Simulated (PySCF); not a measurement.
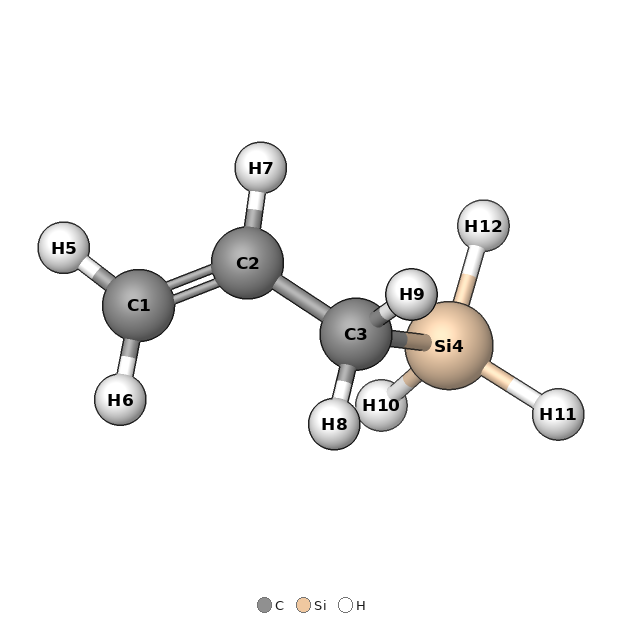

The geometry was computed by an optimisation with PBE0-D3(BJ)/def2-SVP. No frequency run is at hand to confirm it as a minimum. Properties computed with delta-SCF UKS SCAN, pcX-2 on the ionised atom, pcseg-1 elsewhere, spin-free X2C (PySCF 2.14.0).

Give the core-electron binding energies (to vacuum; p and d levels without spin–orbit splitting) of C1 1s, C2 1s, C3 1s, Si4 1s, Si4 2p.

```json
{"atom": "C1", "level": "1s", "binding energy (eV)": "290.0"}
{"atom": "C2", "level": "1s", "binding energy (eV)": "290.7"}
{"atom": "C3", "level": "1s", "binding energy (eV)": "290.5"}
{"atom": "Si4", "level": "1s", "binding energy (eV)": "1846.4"}
{"atom": "Si4", "level": "2p", "binding energy (eV)": "106.9"}
```
